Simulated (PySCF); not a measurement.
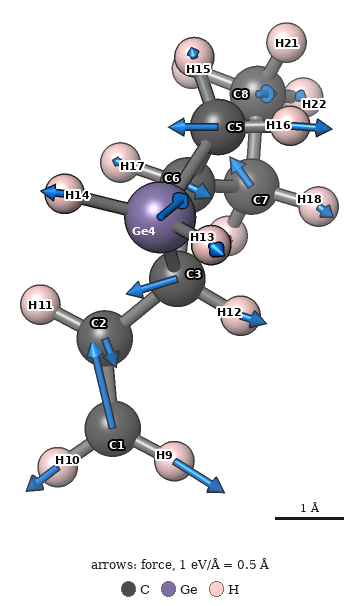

Starting geometry of C7H14Ge with the computed forces as blue arrows. Style: ball-and-stick. Shown from a free direction.

The start comes from GFN2-xTB. Its atoms were then displaced at random by about 0.01 Å.

All numbers below come from PySCF, PBE0-D3(BJ)/def2-SVP geometry optimisation, gas phase. 

### Is this structure relaxed? If not, where do the atoms go?

It isn't relaxed: the largest force vector, on a C atom, is 2.71 eV/Å. The final displacements have little in common with the starting forces (cosine between the two patterns 0.27). Over 8 geometry steps the energy falls by 0.243 eV. The largest move after the best rigid fit is that of an H atom, 0.14 Å. By element the largest moves are H 0.14 Å, Ge 0.07 Å, C 0.06 Å. Near-neighbour distances that change, for instance: C–Ge 2.021 → 1.972 Å, C–H 1.049 → 1.095 Å, Ge–H 1.502 → 1.542 Å, C–H 1.067 → 1.103 Å. Among the angles between lasting bonds that change: C–Ge–H 122.8° → 119.3°, C–C–H 113.6° → 116.5°, C–Ge–C 72.2° → 75.0°.
